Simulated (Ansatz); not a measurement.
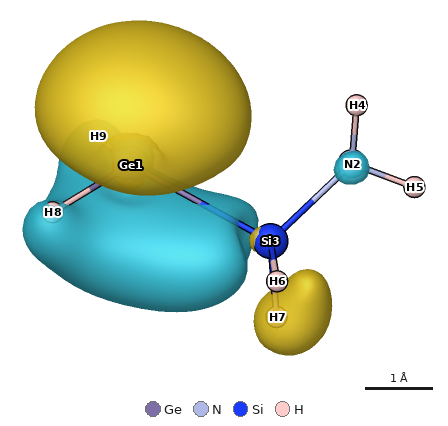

Figure 1: GeH$_{6}$NSi (SMILES N[SiH2][GeH2]) (doublet). One frontier orbital at ±0.1 Å⁻³ᐟ² (yellow and cyan are the two phases), seen at a tilt.

Geometry: PBE-D3(BJ)/def2-SVP.

These are results of Ansatz, isolated molecule in a Gaussian basis; Kohn-Sham density functional theory, functional PBE0, not measurements.

Input

```
crystal:
  periodic: [false, false, false]
  atoms:
    - {symbol: Ge, position_ang: [-0.094759, 0.106476, 1.814724]}
    - {symbol: N, position_ang: [-0.970483, 3.191490, 0.889808]}
    - {symbol: Si, position_ang: [-0.308712, 1.770222, 0.116474]}
    - {symbol: H, position_ang: [-0.468566, 3.584151, 1.690739]}
    - {symbol: H, position_ang: [-1.324651, 3.944028, 0.292382]}
    - {symbol: H, position_ang: [1.057864, 1.885046, -0.529166]}
    - {symbol: H, position_ang: [-1.282279, 1.390096, -0.970663]}
    - {symbol: H, position_ang: [0.818453, -1.102833, 1.447381]}
    - {symbol: H, position_ang: [-1.430674, -0.436729, 2.406443]}
basis:
  gaussian:
    orbitals: def2-TZVPD
magnetization:
  spin_polarized: true
  initial_magnetization: 1
hamiltonian:
  xc: pbe0
output: {forces: true, orbitals: {seedname: orbitals}}
```

Run with:

```sh
ansatz run input.yaml --threads 2 --pin off --max-ram 4350MiB --events-out events.jsonl --progress --plain --runs-dir runs
```

Question: Which orbital is it: HOMO (β) or LUMO (β)?

Answer: The LUMO (β), at −2.74 eV. Its weight (Hirshfeld) is mainly on Ge1 (about 70 %) and Si3 (about 15 %).
